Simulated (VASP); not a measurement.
Band structure of SrO (rock salt). Method: rev-vdW-DF2, VASP's PBE PAW potentials (set 64) (plane waves; VASP).

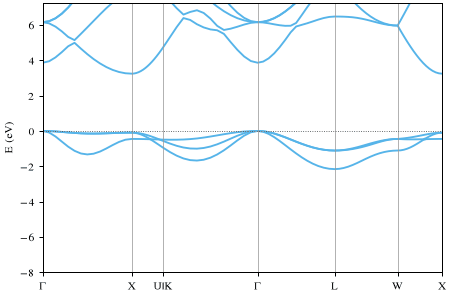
*Bands along high-symmetry lines, zero at the valence-band maximum or, without a gap, the Fermi level*

**Question.** Read the plot: is there a gap, and where are the band edges?

**Answer.** The gap is indirect, 3.24 eV, from the valence maximum at Γ to the conduction minimum at X. (Edges off the drawn lines would not show.)

The compound is SrO in the rock salt structure. It was relaxed first.
